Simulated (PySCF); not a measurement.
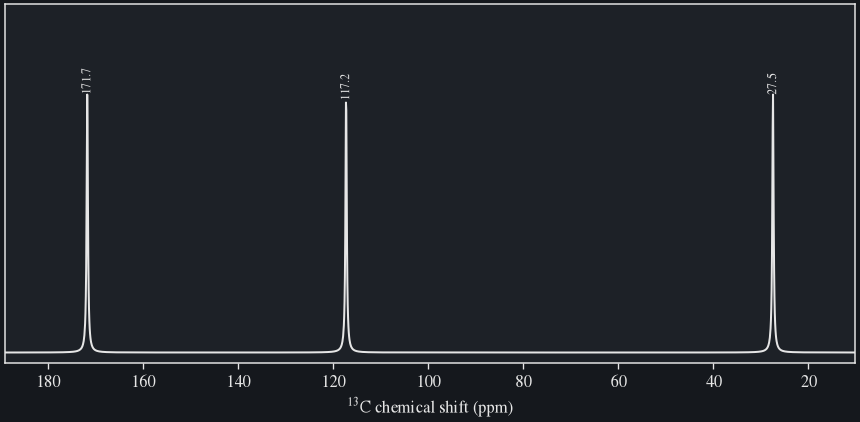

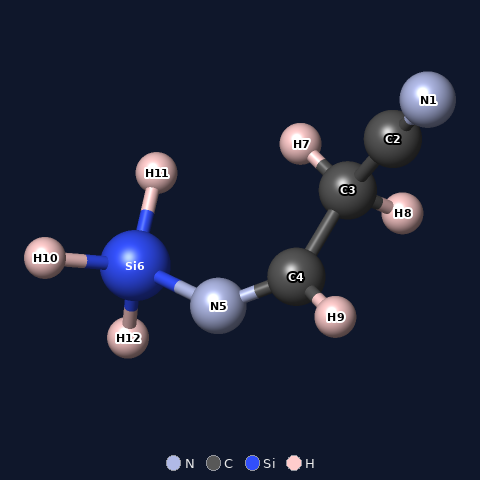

Spectrum and numbered structure of C₃H₆N₂Si, SMILES N#CC/C=N\[SiH3]. GIAO shifts, PBE0/cc-pVTZ in PySCF, at a PBE0-D3(BJ)/def2-SVP geometry (no frequency check), against TMS for ¹³C computed at the same level. Gas phase, fully decoupled, line heights follow the number of nuclei, widths are arbitrary (no quadrupolar broadening); values of one conformer, averaged over nuclei that symmetry, rotation about single bonds or inversion at nitrogen exchange, these motions taken as fast; other conformers aren't averaged in.

> Assign the ¹³C signals to the numbered atoms.

| δ (ppm) | nuclei | atoms |
| --- | --- | --- |
| 171.7 | 1 | C4 |
| 117.2 | 1 | C2 |
| 27.5 | 1 | C3 |
